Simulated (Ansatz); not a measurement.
# CH4FGeO (charge +1): what the fields show

| atom | x (Å) | y (Å) | z (Å) |
| --- | --- | --- | --- |
| C | -0.7857 | 2.0082 | 0.3842 |
| F | -1.7656 | 3.4364 | 2.8004 |
| Ge | -1.9402 | 1.7999 | 3.3301 |
| O | -1.2201 | 1.1864 | 1.5319 |
| H | 0.2735 | 1.7967 | 0.1917 |
| H | -1.4175 | 1.7568 | -0.4768 |
| H | -0.9295 | 3.0503 | 0.6856 |
| H | -1.1278 | 0.2333 | 1.3495 |

Geometry: B3LYP-D3(BJ)/def2-SVP.

All numbers below come from isolated molecule in a Gaussian basis; Kohn-Sham density functional theory, functional PBE0 in Ansatz.

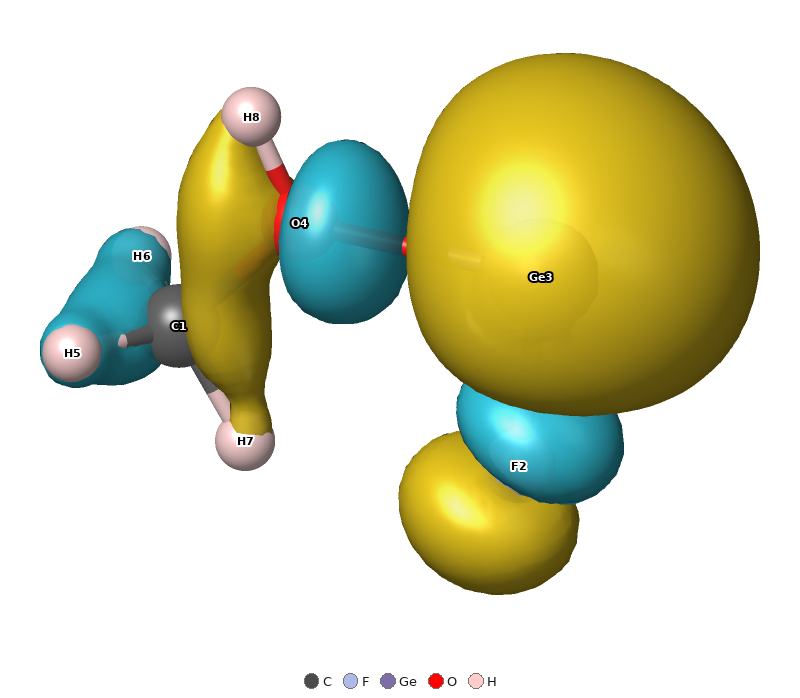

Figure 1. One frontier orbital at ±0.1 Å⁻³ᐟ² (yellow and cyan are the two phases), seen at a tilt.

Q: Which orbital is it: HOMO or LUMO?

A: The HOMO, at −14.96 eV. By Hirshfeld shares it lies mainly on Ge3 (about 65 %), F2 (about 20 %) and O4 (about 10 %).

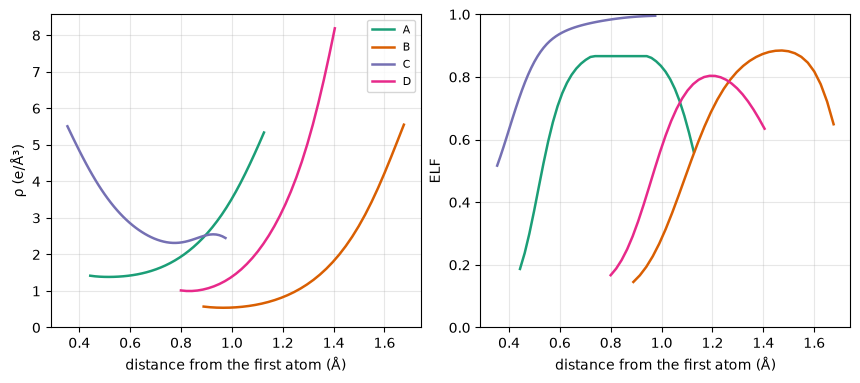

Figure 2. Total electron density and ELF along straight lines between neighbouring atoms. The curves leave out the atomic cores.

Q: Which curve belongs to which contact (C–O, Ge–F, Ge–O and O–H)? The first atom named is at distance zero.

A: Curve A: C–O (1.48 Å): ρ is about 1.7 e/Å³ halfway, with its minimum of 1.4 e/Å³ about 0.5 Å from C; the ELF peaks at about 0.85 between the atoms: a shared but strongly polarised pair. Curve B: Ge–O (2.03 Å): ρ at the midpoint is about 0.55 e/Å³; the ELF peaks at about 0.90 in the valence shell of O, 0.6 Å from its nucleus, and is about 0.30 at the midpoint. Curve C: O–H (0.97 Å): ρ at the midpoint is about 3.8 e/Å³; the ELF climbs to about 1 towards the hydrogen, as it does in any bond to H; an ordinary covalent bond to hydrogen. Curve D: Ge–F (1.73 Å): ρ is about 1 e/Å³ halfway; the ELF peaks at about 0.80 in the valence shell of F, 0.5 Å from its nucleus, and is about 0.25 at the midpoint.

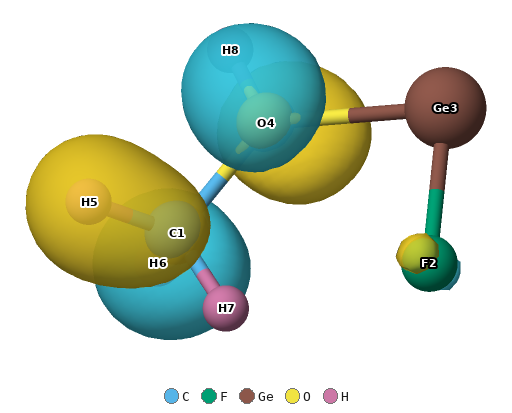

Figure 3. The HOMO−1 at ±0.15 Å⁻³ᐟ² (yellow and cyan are the two phases), seen at a tilt.

Q: Describe this orbital and give its energy.

A: By Hirshfeld shares it lies mainly on O4 (about 45 %), C1 (about 25 %), H6 (about 10 %) and H5 (about 10 %). Its energy is −15.22 eV.
